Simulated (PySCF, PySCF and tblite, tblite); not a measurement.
# C6H8F2O: a path driven as rotation about a bond, and NMR exchange

How fast is rotation about a bond in C6H8F2O (`C=C/C=C(\OC)C(F)F`), and when do the exchanging lines merge?

Programs: PySCF 2.14.0 with density-fitted response routines of our own, and tblite 0.8.0. All values are computed, except where a source is named. Atoms count from 0 throughout.

## (1) The molecule as given

17 atoms, charge 0, multiplicity 1; geometry from: force field or distance geometry start.

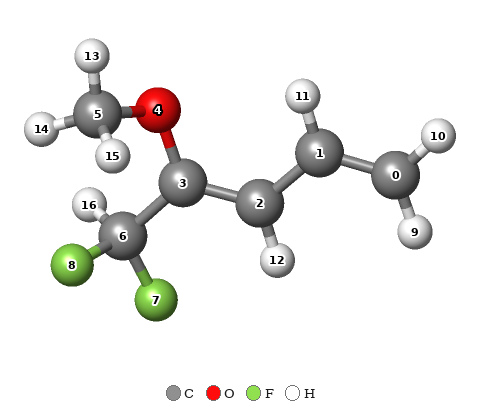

The starting geometry (carbon grey, oxygen red, fluorine green, hydrogen white), atoms numbered.

## (2) GFN2-xTB relaxation, start minimum

Job settings and geometry (Å):

```
{"job": {"xc": "GFN2-xTB", "basis": "xTB", "kind": "relax"}, "charge": 0, "multiplicity": 1}
C      3.196400    -0.352100    -0.050900
C      1.942600     0.127800    -0.230100
C      0.775800    -0.706900    -0.104800
C     -0.496300    -0.253500    -0.270300
O     -0.736500     1.065500    -0.597600
C     -1.605900     1.721500     0.318700
C     -1.687700    -1.183600    -0.197600
F     -1.317300    -2.490900    -0.093900
F     -2.441400    -0.934400     0.909000
H      3.380500    -1.391300     0.190300
H      4.041700     0.308600    -0.147500
H      1.806600     1.173500    -0.455100
H      0.925300    -1.754200     0.131100
H     -1.539900     2.797100     0.127500
H     -2.641000     1.416400     0.170700
H     -1.292000     1.543400     1.368400
H     -2.318000    -1.074700    -1.077600
```

Launch:

```
> OMP_NUM_THREADS=1 python ens_run.py task.json out
```

This one command runs the whole study; its stages follow in the order run.

Output:

```text
step      E/eV     max force
  0    -827.07535    1.424
  1    -827.11009    1.024
  2    -827.12781    0.213
  3    -827.13275    0.187
  4    -827.13703    0.167
  5    -827.13946    0.168
  6    -827.14262    0.110
  7    -827.14451    0.092
  8    -827.14539    0.090
  9    -827.14635    0.076
 10    -827.14762    0.106
 11    -827.14929    0.114
 12    -827.15117    0.103
 13    -827.15311    0.116
 14    -827.15513    0.127
 15    -827.15725    0.123
 16    -827.15913    0.101
 17    -827.16046    0.076
 18    -827.16146    0.066
 19    -827.16250    0.083
 20    -827.16378    0.089
 21    -827.16531    0.094
 22    -827.16689    0.101
 23    -827.16836    0.089
 24    -827.16969    0.085
 25    -827.17089    0.086
 26    -827.17201    0.081
 27    -827.17329    0.089
 28    -827.17499    0.102
 29    -827.17708    0.114
 30    -827.17905    0.097
 31    -827.18048    0.086
 32    -827.18150    0.080
 33    -827.18241    0.071
 34    -827.18314    0.054
 35    -827.18349    0.058
 36    -827.18388    0.054
 37    -827.18420    0.057
 38    -827.18504    0.064
 39    -827.18550    0.051
 40    -827.18595    0.047
 41    -827.18624    0.046
 42    -827.18659    0.045
 43    -827.18691    0.048
 44    -827.18714    0.033
 45    -827.18730    0.029
 46    -827.18745    0.029
 47    -827.18762    0.035
 48    -827.18781    0.034
 49    -827.18803    0.036
 50    -827.18834    0.046
 51    -827.18879    0.060
 52    -827.18931    0.051
 53    -827.18967    0.035
 54    -827.18984    0.026
 55    -827.18994    0.024
 56    -827.19003    0.027
 57    -827.19010    0.020
 58    -827.19014    0.015
 59    -827.19017    0.014
 60    -827.19021    0.019
 61    -827.19027    0.021
 62    -827.19035    0.020
 63    -827.19043    0.025
 64    -827.19053    0.029
 65    -827.19067    0.028
 66    -827.19086    0.032
 67    -827.19110    0.034
 68    -827.19135    0.048
 69    -827.19166    0.063
 70    -827.19207    0.063
 71    -827.19251    0.057
 72    -827.19288    0.063
 73    -827.19322    0.060
 74    -827.19358    0.052
 75    -827.19392    0.057
 76    -827.19428    0.079
 77    -827.19465    0.038
 78    -827.19492    0.043
 79    -827.19508    0.033
 80    -827.19527    0.025
 81    -827.19536    0.021
 82    -827.19544    0.020
 83    -827.19550    0.020
 84    -827.19556    0.019
 85    -827.19563    0.021
 86    -827.19572    0.020
 87    -827.19582    0.020
 88    -827.19593    0.018
 89    -827.19599    0.019
 90    -827.19607    0.018
 91    -827.19614    0.020
 92    -827.19623    0.026
 93    -827.19633    0.028
 94    -827.19645    0.026
 95    -827.19657    0.030
 96    -827.19669    0.029
 97    -827.19677    0.022
 98    -827.19682    0.012
 99    -827.19685    0.011
100    -827.19688    0.011
101    -827.19691    0.010
102    -827.19694    0.010
103    -827.19696    0.011
104    -827.19698    0.011
105    -827.19701    0.011
106    -827.19704    0.010
107    -827.19706    0.009
108    -827.19708    0.009
109    -827.19710    0.008
110    -827.19711    0.009
111    -827.19713    0.010
112    -827.19716    0.011
113    -827.19720    0.012
114    -827.19725    0.013
115    -827.19730    0.016
116    -827.19735    0.018
117    -827.19742    0.017
118    -827.19747    0.012
119    -827.19750    0.015
120    -827.19752    0.011
121    -827.19754    0.012
122    -827.19756    0.012
123    -827.19758    0.013
124    -827.19759    0.012
125    -827.19762    0.012
126    -827.19764    0.013
127    -827.19769    0.017
128    -827.19775    0.020
129    -827.19783    0.021
130    -827.19791    0.022
131    -827.19788    0.037
132    -827.19798    0.022
133    -827.19801    0.012
134    -827.19803    0.009
135    -827.19807    0.012
136    -827.19809    0.011
137    -827.19811    0.011
138    -827.19813    0.009
139    -827.19814    0.007
140    -827.19815    0.016
141    -827.19816    0.007
142    -827.19817    0.004
143    -827.19817    0.004
144    -827.19818    0.005
145    -827.19818    0.005
146    -827.19819    0.005
147    -827.19819    0.005
148    -827.19820    0.004
149    -827.19820    0.004
150    -827.19821    0.005
151    -827.19822    0.007
152    -827.19823    0.007
153    -827.19824    0.010
154    -827.19826    0.011
155    -827.19827    0.011
156    -827.19828    0.009
157    -827.19829    0.007
158    -827.19830    0.007
159    -827.19831    0.008
160    -827.19832    0.009
161    -827.19832    0.005
162    -827.19833    0.004
163    -827.19833    0.004
164    -827.19833    0.004
165    -827.19833    0.003
```

Wall time 1 s (1 thread of Arm Neoverse V1, shared host).

The energy fell by 0.123 eV, and the atoms moved 0.40 Å (root mean square).

## (3) Relaxed scan, rotation

Job settings and geometry (Å):

```
{"job": {"xc": "GFN2-xTB", "basis": "xTB", "coordinate": [["t", [0, 1, 2, 3], 0.25], ["t", [0, 1, 2, 12], 0.25], ["t", [11, 1, 2, 3], 0.25], ["t", [11, 1, 2, 12], 0.25]], "kind": "drive"}, "charge": 0, "multiplicity": 1}
C      3.271971    -0.451519    -0.167585
C      2.052744     0.079273    -0.161899
C      0.849837    -0.708930    -0.069176
C     -0.388342    -0.188761    -0.075757
O     -0.577782     1.155898    -0.207457
C     -1.819411     1.724676     0.150080
C     -1.605952    -1.079002     0.017402
F     -1.304361    -2.362508    -0.273146
F     -2.120048    -1.097629     1.282950
H      3.422908    -1.516868    -0.109267
H      4.156642     0.157423    -0.230987
H      1.912137     1.148610    -0.224307
H      0.958573    -1.780200    -0.001160
H     -1.642474     2.798713     0.185053
H     -2.591991     1.519603    -0.598204
H     -2.160099     1.383914     1.130546
H     -2.421350    -0.770663    -0.656996
```

Output:

```text
point  coordinate     E/eV
  0    -74.900     -827.17635
  1    -60.100     -827.12347
  2    -45.200     -827.05176
  3    -30.000     -826.98352
  4    -14.800     -826.93709
  5      0.500     -826.92565
  6     15.800     -826.94926
  7     30.900     -826.99722
  8     45.900     -827.05315
  9     60.700     -827.09406
 10     75.500     -827.10862
 11     90.400     -827.10247
```

Wall time 3.7 s (1 thread of Arm Neoverse V1, shared host).

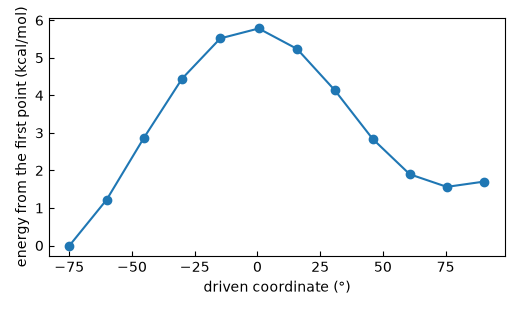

Energy along the scan.

## (4) Nudged elastic band, leg 1

The job, as its differences from that of step 3:

```diff
@@ -1,2 +1,2 @@
-{"job": {"xc": "GFN2-xTB", "basis": "xTB", "coordinate": [["t", [0, 1, 2, 3], 0.25], ["t", [0, 1, 2, 12], 0.25], ["t", [11, 1, 2, 3], 0.25], ["t", [11, 1, 2, 12], 0.25]], "kind": "drive"}, "charge": 0, "multiplicity": 1}
+{"job": {"xc": "GFN2-xTB", "basis": "xTB", "kind": "neb"}, "charge": 0, "multiplicity": 1}
 C      3.271971    -0.451519    -0.167585
```

Output:

```text
image   E - E0 / eV
  0       0.0000
  1       0.0708
  2       0.2078
  3       0.2719
  4       0.1943
  5       0.1040
  6       0.0862
```

It took 2.2 s on 1 thread of Arm Neoverse V1, shared host; peak memory 0.2 GiB.

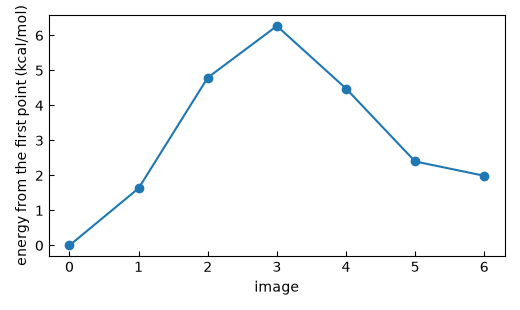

Energy along the band.

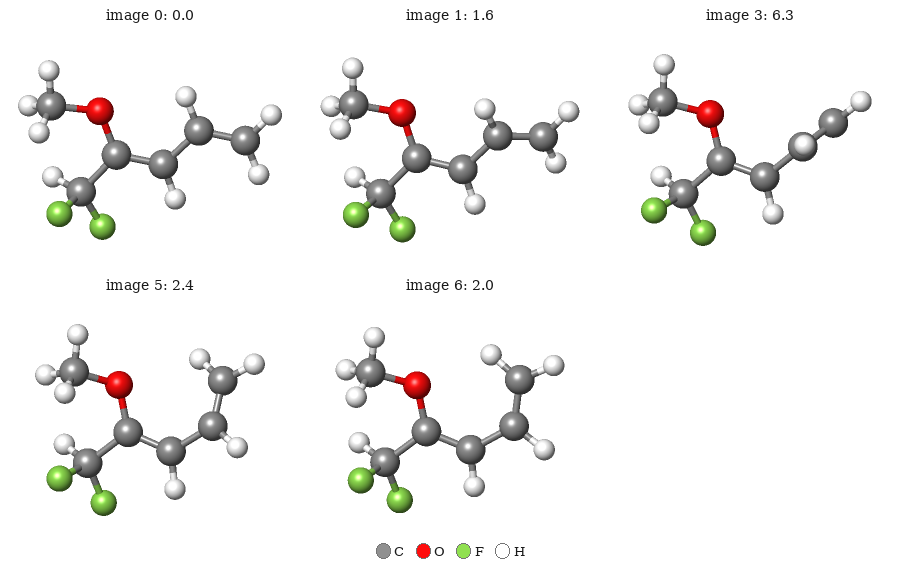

Images along the band, with energies in kcal/mol.

## (5) Saddle search, leg 1

Job settings and geometry (Å):

```
{"job": {"xc": "GFN2-xTB", "basis": "xTB", "kind": "saddle"}, "charge": 0, "multiplicity": 1}
C      2.916058    -0.042726    -0.583036
C      2.093734    -0.128887     0.444618
C      0.822228    -0.868401     0.422436
C     -0.337766    -0.329238     0.052426
O     -0.400308     0.964475    -0.386573
C     -1.585696     1.696425    -0.145708
C     -1.615769    -1.139262     0.044405
F     -1.358662    -2.464518    -0.017447
F     -2.335546    -0.956697     1.189416
H      2.692368    -0.511949    -1.526590
H      3.844262     0.499115    -0.522717
H      2.335245     0.346274     1.388293
H      0.848820    -1.908307     0.713307
H     -1.323246     2.735923    -0.334611
H     -2.394032     1.406107    -0.824380
H     -1.926375     1.588660     0.887034
H     -2.275316    -0.886994    -0.800872
```

Output:

```text
step      E/eV     max force
  0    -826.92648   0.0376
  1    -826.92656   0.1126
  2    -826.92672   0.0161
  3    -826.92693   0.0274
  4    -826.92702   0.0075
  5    -826.92674   0.0851
  6    -826.92705   0.0117
  7    -826.92706   0.0014
lowest wavenumbers (cm-1): -127.7 32.8 57.3 109.8 134.1 190.1
```

Run time: 3.5 s. Hardware: 1 thread of Arm Neoverse V1, shared host; peak memory 0.2 GiB.

Point group C1; 1 imaginary mode, 128i cm⁻¹, carried by C0, H9, H11, C1. Steps downhill from it reached both ends.

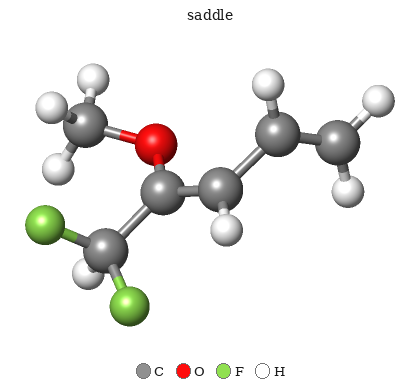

The saddle point.

## (6) Shieldings, start: PBE0/pcSseg-1 in methanol

Job settings and geometry (Å):

```
{"job": {"kind": "nmr", "xc": "PBE0", "basis": "pcSseg-1", "solvent": "methanol", "pop": false}, "charge": 0, "multiplicity": 1}
C      3.271971    -0.451519    -0.167585
C      2.052744     0.079273    -0.161899
C      0.849837    -0.708930    -0.069176
C     -0.388342    -0.188761    -0.075757
O     -0.577782     1.155898    -0.207457
C     -1.819411     1.724676     0.150080
C     -1.605952    -1.079002     0.017402
F     -1.304361    -2.362508    -0.273146
F     -2.120048    -1.097629     1.282950
H      3.422908    -1.516868    -0.109267
H      4.156642     0.157423    -0.230987
H      1.912137     1.148610    -0.224307
H      0.958573    -1.780200    -0.001160
H     -1.642474     2.798713     0.185053
H     -2.591991     1.519603    -0.598204
H     -2.160099     1.383914     1.130546
H     -2.421350    -0.770663    -0.656996
```

Output:

```text
coarse grid: 14736 points
cycle   1  E = -507.5063541305  dE =  1.302e+00  |g| = 8.374e-01  |ddm| = 3.696e+00
cycle   2  E = -507.3684173692  dE =  1.379e-01  |g| = 1.235e+00  |ddm| = 1.395e+00
cycle   3  E = -507.6321409244  dE = -2.637e-01  |g| = 8.334e-02  |ddm| = 8.872e-01
cycle   4  E = -507.6334234206  dE = -1.282e-03  |g| = 4.161e-02  |ddm| = 1.034e-01
cycle   5  E = -507.6338090227  dE = -3.856e-04  |g| = 1.336e-02  |ddm| = 4.239e-02
cycle   6  E = -507.6338456518  dE = -3.663e-05  |g| = 4.342e-03  |ddm| = 1.341e-02
cycle   7  E = -507.6338497430  dE = -4.091e-06  |g| = 9.268e-04  |ddm| = 3.858e-03
final grid: 144640 points
cycle   8  E = -507.7117133393  dE = -4.807e-05  |g| = 1.217e-02  |ddm| = 4.001e-02
cycle   9  E = -507.7116821536  dE =  3.119e-05  |g| = 1.823e-02  |ddm| = 2.128e-02
cycle  10  E = -507.7117412094  dE = -5.906e-05  |g| = 1.758e-03  |ddm| = 1.380e-02
cycle  11  E = -507.7117418901  dE = -6.807e-07  |g| = 3.432e-04  |ddm| = 1.705e-03
cycle  12  E = -507.7117419075  dE = -1.737e-08  |g| = 1.813e-04  |ddm| = 3.937e-04
cycle  13  E = -507.7117419143  dE = -6.803e-09  |g| = 3.020e-05  |ddm| = 1.444e-04
cycle  14  E = -507.7117419145  dE = -2.074e-10  |g| = 9.161e-06  |ddm| = 3.031e-05
converged SCF energy = -507.7117419145

GIAO shielding tensors (ppm)
atom      isotropic    diamagn.    paramagn.     s11        s22        s33       span
  0 C       62.331     253.044    -190.713    -44.254     69.048    162.199    206.454
  1 C       49.843     253.700    -203.857    -70.350     45.631    174.247    244.597
  2 C       71.012     256.898    -185.886    -22.259     82.125    153.170    175.430
  3 C       29.651     258.064    -228.412    -55.142     46.771     97.325    152.468
  4 O      243.417     400.936    -157.519    138.608    276.617    315.026    176.418
  5 C      129.810     244.815    -115.005    101.744    104.676    183.011     81.267
  6 C       70.596     238.890    -168.294     54.224     65.143     92.422     38.199
  7 F      327.804     473.962    -146.158    219.223    349.656    414.532    195.309
  8 F      301.294     473.750    -172.456    192.300    342.331    369.251    176.951
  9 H       25.985      30.409      -4.424     22.985     25.019     29.950      6.965
 10 H       26.083      28.279      -2.196     23.589     24.921     29.739      6.150
 11 H       24.558      32.495      -7.937     21.863     21.961     29.851      7.988
 12 H       25.527      34.212      -8.685     22.410     23.375     30.794      8.384
 13 H       27.404      28.202      -0.797     23.162     25.661     33.389     10.227
 14 H       27.423      28.445      -1.021     23.795     25.316     33.160      9.365
 15 H       27.702      29.114      -1.413     23.669     26.875     32.561      8.891
 16 H       24.641      27.823      -3.183     21.554     24.976     27.391      5.837
```

It took 28 s on 1 thread of Arm Neoverse V1, shared host; peak memory 0.96 GiB.

This run: HOMO -6.34 eV, LUMO -0.99 eV; dipole 2.72 D.

## (7) Shieldings, saddle of leg 1: PBE0/pcSseg-1 in methanol

Job settings and geometry (Å):

```
{"job": {"kind": "nmr", "xc": "PBE0", "basis": "pcSseg-1", "solvent": "methanol", "pop": false}, "charge": 0, "multiplicity": 1}
C      2.932314    -0.054370    -0.581737
C      2.091833    -0.124970     0.433058
C      0.825581    -0.873901     0.402919
C     -0.338632    -0.328663     0.055101
O     -0.402419     0.973817    -0.357660
C     -1.591868     1.698744    -0.116377
C     -1.616924    -1.138765     0.030770
F     -1.360416    -2.464942     0.049907
F     -2.389800    -0.896276     1.128748
H      2.727860    -0.544621    -1.518764
H      3.853793     0.498345    -0.518609
H      2.310602     0.376385     1.368315
H      0.861067    -1.920906     0.665657
H     -1.347409     2.734538    -0.345302
H     -2.411431     1.375797    -0.765941
H     -1.907856     1.622415     0.927116
H     -2.236297    -0.932629    -0.857201
```

Output:

```text
coarse grid: 14736 points
cycle   1  E = -507.4974290549  dE =  1.287e+00  |g| = 8.330e-01  |ddm| = 3.641e+00
cycle   2  E = -507.3767211142  dE =  1.207e-01  |g| = 1.204e+00  |ddm| = 1.364e+00
cycle   3  E = -507.6199208680  dE = -2.432e-01  |g| = 8.078e-02  |ddm| = 8.525e-01
cycle   4  E = -507.6210721530  dE = -1.151e-03  |g| = 3.608e-02  |ddm| = 8.135e-02
cycle   5  E = -507.6213500200  dE = -2.779e-04  |g| = 1.053e-02  |ddm| = 2.950e-02
cycle   6  E = -507.6213712874  dE = -2.127e-05  |g| = 4.288e-03  |ddm| = 9.876e-03
cycle   7  E = -507.6213758150  dE = -4.528e-06  |g| = 8.350e-04  |ddm| = 3.708e-03
final grid: 144640 points
cycle   8  E = -507.7001436126  dE = -4.768e-05  |g| = 1.202e-02  |ddm| = 3.502e-02
cycle   9  E = -507.7001155663  dE =  2.805e-05  |g| = 1.761e-02  |ddm| = 2.050e-02
cycle  10  E = -507.7001709943  dE = -5.543e-05  |g| = 1.785e-03  |ddm| = 1.312e-02
cycle  11  E = -507.7001716915  dE = -6.972e-07  |g| = 3.470e-04  |ddm| = 1.694e-03
cycle  12  E = -507.7001717096  dE = -1.811e-08  |g| = 1.916e-04  |ddm| = 3.791e-04
cycle  13  E = -507.7001717176  dE = -8.033e-09  |g| = 3.152e-05  |ddm| = 1.471e-04
cycle  14  E = -507.7001717178  dE = -2.098e-10  |g| = 1.010e-05  |ddm| = 2.997e-05
converged SCF energy = -507.7001717178

GIAO shielding tensors (ppm)
atom      isotropic    diamagn.    paramagn.     s11        s22        s33       span
  0 C       59.213     253.733    -194.521    -54.586     67.125    165.099    219.685
  1 C       45.728     255.902    -210.174    -74.146     57.843    153.486    227.632
  2 C       68.947     257.707    -188.759    -29.747     83.539    153.050    182.797
  3 C       29.428     257.228    -227.800    -65.481     54.938     98.828    164.309
  4 O      249.593     401.398    -151.805    153.933    276.724    318.123    164.191
  5 C      128.854     245.412    -116.558    101.154    103.445    181.963     80.809
  6 C       70.013     240.509    -170.496     54.184     65.175     90.679     36.495
  7 F      326.539     473.489    -146.949    218.021    347.937    413.659    195.638
  8 F      301.474     473.639    -172.166    198.194    336.388    369.839    171.645
  9 H       26.205      31.468      -5.264     22.368     25.740     30.506      8.137
 10 H       25.949      28.382      -2.434     22.792     25.577     29.477      6.686
 11 H       24.908      30.450      -5.542     22.889     24.912     26.922      4.033
 12 H       25.366      32.580      -7.214     22.768     23.819     29.510      6.742
 13 H       27.513      28.727      -1.213     23.303     25.664     33.573     10.271
 14 H       27.546      28.908      -1.362     23.826     25.696     33.116      9.290
 15 H       27.947      29.547      -1.600     24.485     26.196     33.161      8.676
 16 H       24.785      28.146      -3.361     21.931     25.024     27.398      5.467
```

Run time: 28 s. Hardware: 1 thread of Arm Neoverse V1, shared host; peak memory 0.97 GiB.

In short: HOMO -6.94 eV, LUMO -0.13 eV; dipole 2.20 D.

## (8) Shieldings, end: PBE0/pcSseg-1 in methanol

Job settings and geometry (Å):

```
{"job": {"kind": "nmr", "xc": "PBE0", "basis": "pcSseg-1", "solvent": "methanol", "pop": false}, "charge": 0, "multiplicity": 1}
C      2.604072     0.518459    -0.350951
C      2.199656    -0.534869     0.353313
C      0.844368    -1.024227     0.472493
C     -0.287147    -0.420734     0.071666
O     -0.286291     0.786416    -0.560659
C     -1.452544     1.584799    -0.532689
C     -1.624116    -1.097348     0.286629
F     -1.487947    -2.427368     0.476347
F     -2.251534    -0.628564     1.406202
H      1.920009     1.113215    -0.927272
H      3.641266     0.807654    -0.371229
H      2.928911    -1.116882     0.902628
H      0.733949    -1.989321     0.944039
H     -1.130332     2.575934    -0.849087
H     -2.211781     1.221599    -1.232806
H     -1.880426     1.649205     0.470085
H     -2.318713    -0.954800    -0.556833
```

Output:

```text
coarse grid: 14736 points
cycle   1  E = -507.5024481540  dE =  1.301e+00  |g| = 8.341e-01  |ddm| = 3.684e+00
cycle   2  E = -507.3669370818  dE =  1.355e-01  |g| = 1.228e+00  |ddm| = 1.349e+00
cycle   3  E = -507.6276580670  dE = -2.607e-01  |g| = 8.045e-02  |ddm| = 8.534e-01
cycle   4  E = -507.6288627763  dE = -1.205e-03  |g| = 3.855e-02  |ddm| = 9.627e-02
cycle   5  E = -507.6292002205  dE = -3.374e-04  |g| = 1.021e-02  |ddm| = 3.745e-02
cycle   6  E = -507.6292191236  dE = -1.890e-05  |g| = 4.571e-03  |ddm| = 1.035e-02
cycle   7  E = -507.6292238286  dE = -4.705e-06  |g| = 8.727e-04  |ddm| = 3.820e-03
final grid: 144640 points
cycle   8  E = -507.7074930810  dE = -4.787e-05  |g| = 1.230e-02  |ddm| = 3.889e-02
cycle   9  E = -507.7074595705  dE =  3.351e-05  |g| = 1.862e-02  |ddm| = 2.005e-02
cycle  10  E = -507.7075217315  dE = -6.216e-05  |g| = 1.865e-03  |ddm| = 1.273e-02
cycle  11  E = -507.7075225006  dE = -7.691e-07  |g| = 3.452e-04  |ddm| = 1.697e-03
cycle  12  E = -507.7075225180  dE = -1.737e-08  |g| = 1.866e-04  |ddm| = 3.973e-04
cycle  13  E = -507.7075225251  dE = -7.145e-09  |g| = 2.925e-05  |ddm| = 1.405e-04
cycle  14  E = -507.7075225253  dE = -1.877e-10  |g| = 9.826e-06  |ddm| = 2.918e-05
converged SCF energy = -507.7075225253

GIAO shielding tensors (ppm)
atom      isotropic    diamagn.    paramagn.     s11        s22        s33       span
  0 C       58.153     256.724    -198.570    -55.253     61.810    167.902    223.155
  1 C       50.362     253.396    -203.033    -67.775     55.541    163.321    231.096
  2 C       76.631     256.443    -179.812    -24.267     87.612    166.548    190.815
  3 C       26.187     257.089    -230.902    -57.828     43.403     92.986    150.814
  4 O      232.659     401.584    -168.925    112.579    265.308    320.090    207.511
  5 C      129.749     245.496    -115.747    101.267    105.236    182.744     81.477
  6 C       70.594     240.552    -169.958     54.642     65.540     91.600     36.958
  7 F      324.388     473.380    -148.992    218.987    348.072    406.104    187.117
  8 F      300.387     474.229    -173.843    193.524    341.008    366.629    173.105
  9 H       25.191      33.849      -8.658     22.024     23.544     30.005      7.982
 10 H       25.772      28.230      -2.457     23.517     25.142     28.659      5.142
 11 H       25.143      29.131      -3.988     22.537     25.402     27.492      4.955
 12 H       25.646      32.498      -6.852     22.012     24.511     30.414      8.402
 13 H       27.355      28.771      -1.416     23.110     25.717     33.239     10.129
 14 H       27.355      28.903      -1.548     23.722     25.356     32.987      9.265
 15 H       27.756      29.608      -1.852     23.786     26.859     32.622      8.836
 16 H       24.629      28.131      -3.502     21.585     25.009     27.294      5.709
```

Run time: 30 s. Hardware: 1 thread of Arm Neoverse V1, shared host; peak memory 1 GiB.

This run: HOMO -6.41 eV, LUMO -1.07 eV; dipole 2.71 D.

(Part 1 of 2 ends here.)
